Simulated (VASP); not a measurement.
**A VASP study of BeTl (RPBE): structure first, properties next**

Wanted: the relaxed cell of BeTl and its properties. The steps: full relaxation (RPBE), second relaxation, density, ELF and potential (RPBE), band structure (RPBE), density of states (RPBE), core-level energies (RPBE) and vibrations at Γ (RPBE). The cell is invented: it takes the structure of a Materials Project entry for TlHg (space group 166 there), with some of its atoms replaced by other elements, volume scaled by an estimate. It may not be a known or stable phase. Left out of this account: 1 further run (elastic: elastic constants of a metal on too coarse a mesh). The atoms of the start are displaced at random from the sites of a R-3m cell.

Method: RPBE; plane waves and PAW (Tl_d, Be); invented cell, in VASP 6.6.1.

## Step 1: Starting point

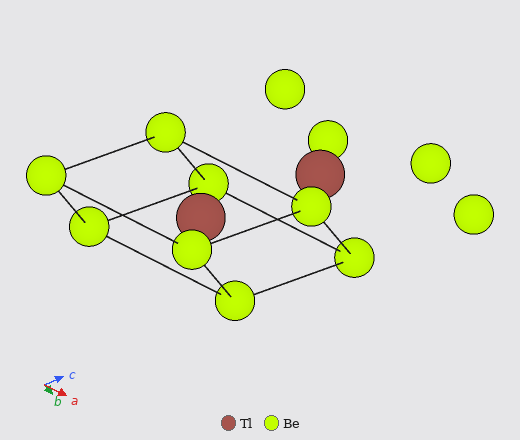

The starting structure, seen from a free direction (thallium brown, beryllium green). 1×1×2 cells are drawn. Some periodic images of atoms are drawn too.

Structure file:

```
Tl Be
1.0
     1.54692    0.89311    4.81984
    -1.54692    0.89311    4.81984
     0.00000   -1.78623    4.81984
Tl Be
1 1
Direct
  0.50610 0.49741 0.49950
  0.99591 0.99749 0.00723
```

## Step 2: Full relaxation (RPBE)

The start need not lie at this functional's minimum. ISIF = 3 frees volume, shape and positions, and EDIFFG sets the threshold on forces and stress at which the search stops. RPBE by itself binds more weakly than PBE and expands cells.

Contents of INCAR:

```
SYSTEM = BeTl
PREC = Accurate
ENCUT = 400
EDIFF = 1E-06
NELM = 100
ISMEAR = -1
SIGMA = 0.05
LREAL = .FALSE.
ALGO = Normal
GGA = RP
LORBIT = 11
LWAVE = .FALSE.
LCHARG = .FALSE.
IBRION = 2
NSW = 60
ISIF = 3
EDIFFG = -0.01
```

Contents of POSCAR:

```
BeTl
1.0
    1.5469200000      0.8931150000      4.8198360000
   -1.5469200000      0.8931150000      4.8198360000
    0.0000000000     -1.7862300000      4.8198360000
Tl Be
1 1
Direct
    0.5061000000      0.4974100000      0.4995000000
   -0.0040890000     -0.0025070000      0.0072340000
```

Contents of KPOINTS:

```
Automatic mesh
0
Gamma
10 10 10
0 0 0
```

PAW data sets: Tl_d and Be (PBE family, release 64).

Command:

```
$ mpirun -np 1 vasp_std
```

The log of the run:

```text
[banner, memory and clock lines left out]
running    1 mpi-ranks, on    1 nodes
 distrk:  each k-point on    1 cores,    1 groups
 distr:  one band on    1 cores,    1 groups

 POSCAR found type information on POSCAR TlBe
 POSCAR found :  2 types and       2 ions
|                                                                             |
|               ----> ADVICE to this user running VASP <----                  |
|                                                                             |
|     You enforced a specific xc type in the INCAR file but a different       |
|     [... a line on the potential file left out ...]
|     I HOPE YOU KNOW WHAT YOU ARE DOING!                                     |
|                                                                             |

 LDA part: xc-table for (Slater+PW92), standard interpolation
 POSCAR, INCAR and KPOINTS ok, starting setup
 FFT: planning ... GRIDC
 FFT: planning ... GRID_SOFT
 FFT: planning ... GRID
 WAVECAR not read
 entering main loop
       N       E                     dE             d eps       ncg     rms          rms(c)
DAV:   1     0.475216874264E+02    0.47522E+02   -0.67956E+03 11296   0.975E+02
DAV:   2    -0.258103586113E+01   -0.50103E+02   -0.48356E+02 12195   0.207E+02
DAV:   3    -0.344264486237E+01   -0.86161E+00   -0.84331E+00 13528   0.257E+01
DAV:   4    -0.345044216410E+01   -0.77973E-02   -0.77692E-02 11777   0.234E+00
DAV:   5    -0.345054190985E+01   -0.99746E-04   -0.99734E-04 13320   0.280E-01    0.489E+00
DAV:   6    -0.340990307673E+01    0.40639E-01   -0.96577E-02 12384   0.327E+00    0.338E+00
DAV:   7    -0.340590533630E+01    0.39977E-02   -0.34975E-02 12378   0.209E+00    0.752E-01
DAV:   8    -0.340517047361E+01    0.73486E-03   -0.41567E-03 12312   0.618E-01    0.566E-02
DAV:   9    -0.340517904520E+01   -0.85716E-05   -0.12340E-04 12138   0.107E-01    0.211E-02
DAV:  10    -0.340518501884E+01   -0.59736E-05   -0.10761E-05 12825   0.347E-02    0.906E-03
DAV:  11    -0.340518516558E+01   -0.14674E-06   -0.78819E-07  7314   0.826E-03
   1 F= -.34051852E+01 E0= -.34017742E+01  d E =-.340519E+01
 curvature:   0.00 expect dE= 0.000E+00 dE for cont linesearch  0.000E+00
 trial: gam= 0.00000 g(F)=  0.414E-04 g(S)=  0.126E+00 ort = 0.000E+00 (trialstep = 0.100E+01)
 search vector abs. value=  0.126E+00
 bond charge predicted
       N       E                     dE             d eps       ncg     rms          rms(c)
DAV:   1    -0.394209065703E+01   -0.53691E+00   -0.14550E+01 11898   0.360E+01    0.297E+00
DAV:   2    -0.362286109615E+01    0.31923E+00   -0.33187E-01 11874   0.597E+00    0.159E+00
DAV:   3    -0.351866711191E+01    0.10419E+00   -0.20568E-01 12552   0.460E+00    0.683E-01
DAV:   4    -0.351638155546E+01    0.22856E-02   -0.12943E-02 11802   0.107E+00    0.120E-01
DAV:   5    -0.351610663377E+01    0.27492E-03   -0.10631E-03 12960   0.358E-01    0.281E-02
DAV:   6    -0.351610133821E+01    0.52956E-05   -0.53339E-05 12180   0.798E-02    0.128E-02
DAV:   7    -0.351610223585E+01   -0.89765E-06   -0.30691E-06 12035   0.184E-02
   2 F= -.35161022E+01 E0= -.35139349E+01  d E =-.110917E+00
[... from here on, the cycles between the ionic steps are left out ...]
   3 F= -.36523149E+01 E0= -.36483479E+01  d E =-.247130E+00
   4 F= -.36479991E+01 E0= -.36447461E+01  d E =-.242814E+00
   5 F= -.36776146E+01 E0= -.36737452E+01  d E =-.272429E+00
   6 F= -.37517466E+01 E0= -.37498841E+01  d E =-.741320E-01
   7 F= -.37573675E+01 E0= -.37554506E+01  d E =-.797529E-01
   8 F= -.37720051E+01 E0= -.37700223E+01  d E =-.146376E-01
   9 F= -.37761288E+01 E0= -.37735115E+01  d E =-.187612E-01
  10 F= -.37764456E+01 E0= -.37737379E+01  d E =-.190780E-01
  11 F= -.37764432E+01 E0= -.37737416E+01  d E =-.190757E-01
  12 F= -.37765194E+01 E0= -.37738139E+01  d E =-.762462E-04
  13 F= -.37766806E+01 E0= -.37739646E+01  d E =-.237447E-03
  14 F= -.37767046E+01 E0= -.37739721E+01  d E =-.261413E-03
  15 F= -.37767423E+01 E0= -.37740163E+01  d E =-.299110E-03
 curvature:  -4.13 expect dE=-0.128E-03 dE for cont linesearch -0.620E-08
 trial: gam= 0.35937 g(F)=  0.217E-05 g(S)=  0.289E-04 ort = 0.321E-06 (trialstep = 0.261E+01)
 search vector abs. value=  0.402E-04
 bond charge predicted
       N       E                     dE             d eps       ncg     rms          rms(c)
DAV:   1    -0.377872021442E+01   -0.19780E-02   -0.51314E-02 11289   0.222E+00    0.267E-01
DAV:   2    -0.377694308633E+01    0.17771E-02   -0.43448E-03 11583   0.738E-01    0.845E-02
DAV:   3    -0.377675134571E+01    0.19174E-03   -0.62148E-04 12234   0.262E-01    0.681E-02
DAV:   4    -0.377674237401E+01    0.89717E-05   -0.43202E-05 12018   0.435E-02    0.580E-03
DAV:   5    -0.377674207075E+01    0.30327E-06   -0.21981E-06 12044   0.160E-02
  16 F= -.37767421E+01 E0= -.37740287E+01  d E =0.225859E-06
 trial-energy change:    0.000000  1 .order   -0.000020   -0.000081    0.000041
 step:   1.0967(harm=  1.7390)  dis= 0.00052  next Energy=    -3.776758 (dE=-0.156E-04)
 reached required accuracy - stopping structural energy minimisation
```

The job ended after 20 min (1 MPI rank of Intel Xeon 6975P-C (Granite Rapids), shared host; peak memory 0.37 GiB).

Lines that name or quote the potential files are left out of all logs, and their timing lines are given in words.

From OUTCAR (step 2):

```text
ion  position               nearest neighbor table
   1  0.506  0.497  0.499-   2 2.98   2 2.99   2 2.99   2 3.01   2 3.01   2 3.02
   2  0.996  0.997  0.007-   1 2.98   1 2.99   1 2.99   1 3.01   1 3.01   1 3.02

  LATTYP: Found a trigonal (rhomboedric) cell.
 ALAT       =     5.1401784946
 COS(alpha) =     0.8188620183

 Subroutine GETGRP returns: Found  1 space group operations
 (whereof  1 operations were pure point group operations)

The static configuration has the point symmetry C_1 .

 Found    504 irreducible k-points:

   k-points           NKPTS =    504   k-points in BZ     NKDIM =    504   number of bands    NBANDS=     11

   dimension x,y,z NGX =    36 NGY =   36 NGZ =   36
   dimension x,y,z NGXF=    72 NGYF=   72 NGZF=   72

   ENCUT  =  400.0 eV  29.40 Ry    5.42 a.u.   8.38  8.38  8.38*2*pi/ulx,y,z

   NELECT =      15.0000    total number of electrons

 k-points in reciprocal lattice and weights: Automatic mesh
   0.00000000  0.00000000  0.00000000       0.001
   0.10000000  0.00000000  0.00000000       0.002
   0.00000000  0.10000000  0.00000000       0.002
  -0.00000000 -0.00000000  0.10000000       0.002
   0.20000000  0.00000000  0.00000000       0.002
   0.00000000  0.20000000  0.00000000       0.002
  -0.00000000 -0.00000000  0.20000000       0.002
   0.30000000  0.00000000  0.00000000       0.002
   0.00000000  0.30000000  0.00000000       0.002
[...]
0.50000000  0.40000000 -0.40000000       0.002
   0.50000000  0.50000000  0.50000000       0.001

 average (electrostatic) potential at core
       1 -83.4620       2 -34.9047

 E-fermi :   6.2139

 k-point     1 :       0.0000    0.0000    0.0000
  band No.  band energies     occupation
    ...
      3      -5.3174      2.00000
      4      -5.0750      2.00000
      5      -5.0749      2.00000
      6      -3.8846      2.00000
      7       5.9016      1.99613
      8       9.3901      0.00000
      9      11.1255      0.00000
     10      11.1259      0.00000
     11      16.0343      0.00000

 k-point     2 :       0.1000    0.0000    0.0000
  band No.  band energies     occupation
    ...
      3      -5.2756      2.00000
      4      -5.1082      2.00000
      5      -5.0857      2.00000
      6      -3.6993      2.00000
      7       5.9928      1.97624
      8       9.5524      0.00000
      9      10.3932      0.00000
     10      11.0468      0.00000
     11      15.2187      0.00000

 k-point     3 :       0.0000    0.1000    0.0000
  band No.  band energies     occupation
    ...
      3      -5.2761      2.00000
      4      -5.1081      2.00000
      5      -5.0857      2.00000
      6      -3.6993      2.00000
      7       5.9936      1.97590
      8       9.5517      0.00000
      9      10.3935      0.00000
     10      11.0464      0.00000
     11      15.2264      0.00000

  Total        0.0117408      0.0112066      0.0100566     -0.0003526     -0.0001505      0.0004190
  in kB        0.4844440      0.4624015      0.4149486     -0.0145495     -0.0062085      0.0172905
  external PRESSURE =       0.4539314 kB  Pullay stress =       0.0000000 kB

  energy-cutoff  :      400.00
  volume of cell :       38.83
      direct lattice vectors                 reciprocal lattice vectors
     1.717960462  0.992748531  3.795671921     0.290976142  0.167932404  0.087836845
    -1.718633216  0.992313659  3.796125004    -0.290995500  0.168006039  0.087766019
    -0.000712986 -1.984124669  3.795745240     0.000054093 -0.335952008  0.087842927

 POSITION                                       TOTAL-FORCE (eV/Angst)
 -----------------------------------------------------------------------------------
      0.00520     -0.00805      5.70057         0.000554      0.000771      0.000917
     -1.71232      0.98441      3.80317        -0.000554     -0.000771     -0.000917
 -----------------------------------------------------------------------------------
    total drift:                                0.000147      0.000166      0.000004

  FREE ENERGIE OF THE ION-ELECTRON SYSTEM (eV)
  ---------------------------------------------------
  free  energy   TOTEN  =        -3.7767420707 eV

  energy  without entropy=       -3.7713152438  energy(sigma->0) =       -3.77402866

 reached required accuracy - stopping structural energy minimisation

 total charge
# of ion       s       p       d       tot
------------------------------------------
    1        1.091   0.601   9.617  11.309
    2        0.402   0.374   0.000   0.776
--------------------------------------------------
tot          1.494   0.974   9.617  12.085

[... 3 further parts left out ...]
```

CONTCAR:

```
BeTl
   1.00000000000000
     1.7179604618483841    0.9927485311736389    3.7956719205561749
    -1.7186332157215647    0.9923136592454969    3.7961250037267877
    -0.0007129862641643   -1.9841246690271497    3.7957452402203393
  Tl              Be
     1     1
Direct
     0.5008818436280377    0.4974511488849616    0.5034586688923546
     0.0011291563719654    0.9974518511150390    0.0032753311076398
```

This run has no spin polarisation. Its electron count is odd, so without a moment it is a metal by construction. The PAW data sets were made with PBE, which is usual practice but a small mismatch for other functionals.

The steps of the relaxation:

| step | energy less that of the first step (eV) | largest force (eV/Å) | pressure (GPa) | volume (Å³) |
| --- | --- | --- | --- | --- |
| 1 | 0.0000 | 0.0207 | 1.60 | 39.95 |
| 2 | -0.1109 | 0.0159 | -1.17 | 41.06 |
| 3 | -0.2471 | 0.0128 | -4.13 | 42.96 |
| 4 | -0.2428 | 0.0233 | -4.39 | 45.40 |
| 5 | -0.2724 | 0.0126 | -4.56 | 44.14 |
| 6 | -0.3466 | 0.0253 | -2.64 | 41.65 |
| 7 | -0.3522 | 0.0296 | -1.93 | 40.95 |
| 8 | -0.3668 | 0.0282 | -1.00 | 39.91 |
| 9 | -0.3709 | 0.0268 | -0.25 | 39.15 |
| 10 | -0.3713 | 0.0262 | 0.07 | 38.86 |
| 11 | -0.3713 | 0.0263 | 0.00 | 38.90 |
| 12 | -0.3713 | 0.0228 | 0.01 | 38.91 |
| 13 | -0.3715 | 0.0132 | -0.03 | 38.94 |
| 14 | -0.3715 | 0.0086 | -0.11 | 38.99 |
| 15 | -0.3716 | 0.0047 | -0.08 | 38.97 |
| 16 | -0.3716 | 0.0013 | 0.05 | 38.83 |

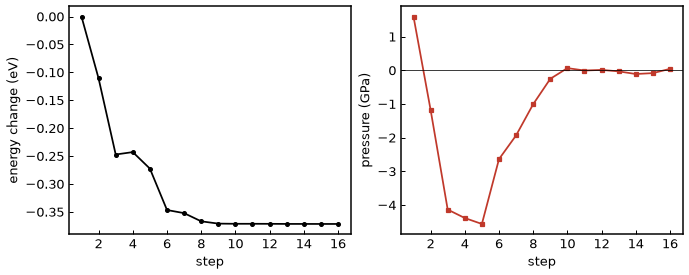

Energy and pressure along the relaxation.

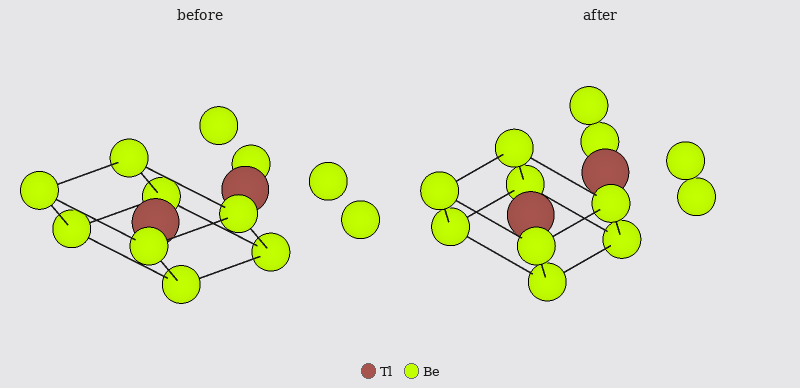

Before and after, at one scale.

```csv
cell as run,before,after,change
a (Å),5.140,4.283,-16.7 %
b (Å),5.140,4.284,-16.7 %
c (Å),5.140,4.283,-16.7 %
α (°),35.03,47.30,+35.0 %
β (°),35.03,47.32,+35.1 %
γ (°),35.03,47.30,+35.0 %
volume (Å³/atom),19.98,19.41,-2.8 %
```

The atoms that moved most (Å, as changes of fractional coordinates times the final cell):

| atom | dx | dy | dz | length |
| --- | --- | --- | --- | --- |
| Tl1 | -0.009 | -0.013 | -0.005 | 0.016 |
| Be2 | 0.009 | 0.013 | 0.005 | 0.016 |

Final coordinates:

```
Tl Be
1.0
     1.71796    0.99275    3.79567
    -1.71863    0.99231    3.79612
    -0.00071   -1.98412    3.79575
Tl Be
1 1
Direct
  0.50088 0.49745 0.50346
  0.00113 0.99745 0.00328
```

This step gave:

* electrons: 15
* bands: 11
* irreducible k-points: 504
* symmetry operations: 1
* free energy (TOTEN): -3.777 eV
* energy at zero smearing: -3.774 eV
* Fermi energy: 6.214 eV
* pressure: 0.04539 GPa
* metallic: yes
* SCF cycles over all ionic steps: 108

It ends with a largest force of 0.001 eV/Å and a pressure of 0.05 GPa.

(Continued in part 2 of 3.)

[Lines on the potential files, build, host, timing and source positions are cut from VASP's logs without a mark.]

[Logs are printed without paths, hosts, clocks, repeated set-up lines and the standing remarks that a program may print on its own settings, such as how far it seeks lower states.]

[Hosts, paths, dates, database ids (printed as entryN), source tags and the programs' standing remarks are cut or masked in the printed files.]

[A measured line is paired with the nearest computed mode of its activity, which favours agreement.]

[In band tables of VASP the shares of atoms and orbitals are scaled to a sum of 1 inside the atoms' spheres.]
